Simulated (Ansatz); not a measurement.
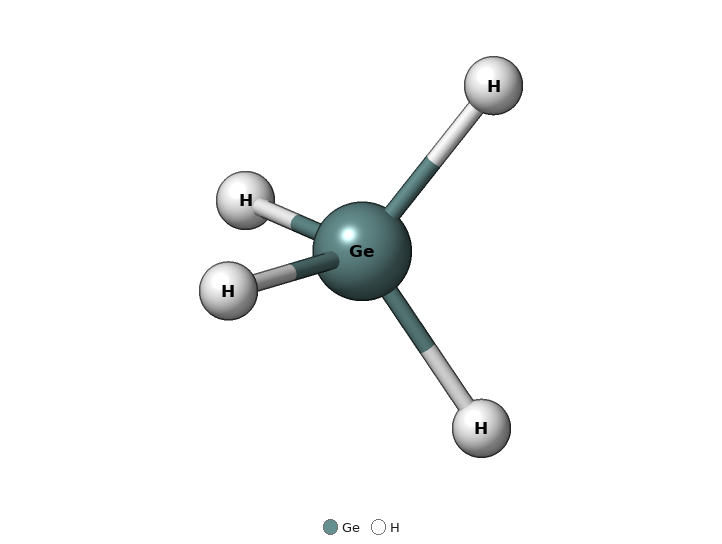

Harmonic vibrations computed with RKS PBE0-D4/def2-TZVP (Ansatz 0.2.0) at a stationary point of the same level.

Is this a minimum or a saddle point?

A minimum: no imaginary frequency, and the lowest mode lies at 821 cm⁻¹.

List the wavenumbers.

9 modes: 821, 821, 821, 924, 924, 2170, 2176, 2176, 2176 cm⁻¹.
